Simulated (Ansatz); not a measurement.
# C3H7BO (SMILES CB1OC1C) at HF/cc-pVDZ

Aim: the vertical ionisation energy of C3H7BO at HF/cc-pVDZ, from 2 runs. 

The results are computed with Ansatz 0.2.0.

34 further runs of the same task are left out: 34 set aside as unsound or not needed. Runs told in other sessions of the task aren't counted.

### 1 Starting point

C3H7BO has 12 atoms, charge 0, and is taken as a singlet. SMILES: `CB1OC1C`. Geometry: relaxed at PBE0-D4/def2-TZVP.

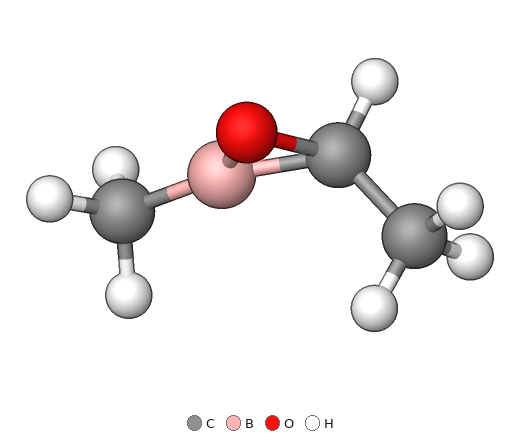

Viewed from a chosen angle; carbon grey, boron pink, oxygen red, hydrogen white.

### 2 The energy at HF/cc-pVDZ

The input, in.yaml:

```yaml
crystal:
  periodic: [false, false, false]
  atoms:
    - symbol: C
      position_ang: [-2.115400, 0.231500, 0.008900]
    - symbol: B
      position_ang: [-0.616500, 0.286000, 0.375000]
    - symbol: O
      position_ang: [0.162400, 0.085400, 1.440000]
    - symbol: C
      position_ang: [0.876400, 0.454200, 0.165400]
    - symbol: C
      position_ang: [1.795500, -0.603000, -0.363000]
    - symbol: H
      position_ang: [-2.747100, -0.028900, 0.860100]
    - symbol: H
      position_ang: [-2.280800, -0.500400, -0.787600]
    - symbol: H
      position_ang: [-2.443000, 1.195200, -0.392100]
    - symbol: H
      position_ang: [1.330900, 1.439700, 0.259300]
    - symbol: H
      position_ang: [1.297300, -1.571500, -0.440800]
    - symbol: H
      position_ang: [2.679000, -0.722300, 0.271600]
    - symbol: H
      position_ang: [2.137900, -0.321100, -1.362700]
basis:
  gaussian: {orbitals: cc-pVDZ}
hamiltonian: {xc: hf}
accuracy: high
output: {orbitals: {seedname: orbitals}}
```

Launch:

```console
$ ansatz run in.yaml --threads 1 --pin off --max-ram 2610MiB --events-out events.jsonl --progress --plain --runs-dir runs
```

Log:

```text
Warning: RAYON_NUM_THREADS=1 ignored (pool sized by the plan → 1); use --threads N
Functional definition: HF
  name "HF"
  exchange = exact_x
  correlation = 0
2543 factors; integrals over basis functions are off by at most 3.0e-9 eV
mean field evaluation 1: about -5907.9721 eV, gradient 3.6e1 eV
mean field evaluation 2: about -5908.1504 eV, gradient 3.6e1 eV
mean field evaluation 4: about -5911.4575 eV, gradient 5.2e0 eV
mean field evaluation 8: about -5911.5324 eV, gradient 2.1e-4 eV
mean field -5911.53237649 eV, -217.2448078553 hartree, gradient 8.0e-9 eV, S^2 0.000000; 0 other end points of the search recorded, 0 dependent functions left out
reference -5911.53237649 eV, -217.2448078553 hartree; 19, 19 occupied and 86, 86 virtual orbitals, 2543 factors
Total energy: -5911.53237649 eV, -217.2448078553 hartree
```

It took 3.9 s on 1 thread of Arm Neoverse V2, shared host; peak memory 0.33 GiB.

### 3 The doublet cation

The input, in.yaml:

```yaml
crystal:
  periodic: [false, false, false]
  atoms:
    - {symbol: C, position_ang: [-2.115400, 0.231500, 0.008900]}
    - {symbol: B, position_ang: [-0.616500, 0.286000, 0.375000]}
    - {symbol: O, position_ang: [0.162400, 0.085400, 1.440000]}
    - {symbol: C, position_ang: [0.876400, 0.454200, 0.165400]}
    - {symbol: C, position_ang: [1.795500, -0.603000, -0.363000]}
    - {symbol: H, position_ang: [-2.747100, -0.028900, 0.860100]}
    - {symbol: H, position_ang: [-2.280800, -0.500400, -0.787600]}
    - {symbol: H, position_ang: [-2.443000, 1.195200, -0.392100]}
    - {symbol: H, position_ang: [1.330900, 1.439700, 0.259300]}
    - {symbol: H, position_ang: [1.297300, -1.571500, -0.440800]}
    - {symbol: H, position_ang: [2.679000, -0.722300, 0.271600]}
    - {symbol: H, position_ang: [2.137900, -0.321100, -1.362700]}
basis:
  gaussian:
    orbitals: cc-pVDZ
total_charge: 1
magnetization:
  spin_polarized: true
  initial_magnetization: 1
hamiltonian:
  xc: hf
accuracy: high
output: {orbitals: {seedname: orbitals}}
```

Launch:

```console
$ ansatz run in.yaml --threads 1 --pin off --max-ram 2610MiB --events-out events.jsonl --progress --plain --runs-dir runs
```

Log:

```text
Warning: RAYON_NUM_THREADS=1 ignored (pool sized by the plan → 1); use --threads N
Functional definition: HF
  name "HF"
  exchange = exact_x
  correlation = 0
2542 factors; integrals over basis functions are off by at most 3.0e-9 eV
mean field evaluation 1: about -5896.8221 eV, gradient 3.3e1 eV
mean field evaluation 2: about -5897.0036 eV, gradient 3.3e1 eV
mean field evaluation 4: about -5902.3048 eV, gradient 4.8e0 eV
mean field evaluation 8: about -5902.5988 eV, gradient 5.5e-1 eV
mean field evaluation 16: about -5902.6173 eV, gradient 2.5e-8 eV
mean field -5902.61730212 eV, -216.9171849150 hartree, gradient 5.8e-8 eV, S^2 0.770315; 0 other end points of the search recorded, 0 dependent functions left out
reference -5902.61730212 eV, -216.9171849150 hartree; 19, 18 occupied and 86, 87 virtual orbitals, 2542 factors
Total energy: -5902.61730212 eV, -216.9171849150 hartree
```

Run time: 5.4 s. Hardware: 1 thread of Arm Neoverse V2, shared host; peak memory 0.4 GiB.

### 4 Summary of results

Level: HF/cc-pVDZ.

| quantity | value |
| --- | --- |
| singlet C3H7BO: total energy | -217.24481 Eh |
| singlet C3H7BO: HOMO energy | -10.55 eV |
| singlet C3H7BO: LUMO energy | 4.34 eV |
| singlet C3H7BO: HOMO–LUMO gap | 14.89 eV |
| doublet cation: total energy | -216.91718 Eh |
| doublet cation: HOMO energy (highest over α and β) | -19.05 eV |
| doublet cation: LUMO energy (lowest over α and β) | -7.31 eV |
| doublet cation: ⟨S²⟩ | 0.770 |
| vertical ionisation energy (to the doublet cation) | 8.915 eV |

In words: The vertical ionisation energy comes to 8.92 eV (206 kcal/mol). −ε(HOMO) before ionisation, 10.55 eV, is 1.64 eV above this ionisation energy.
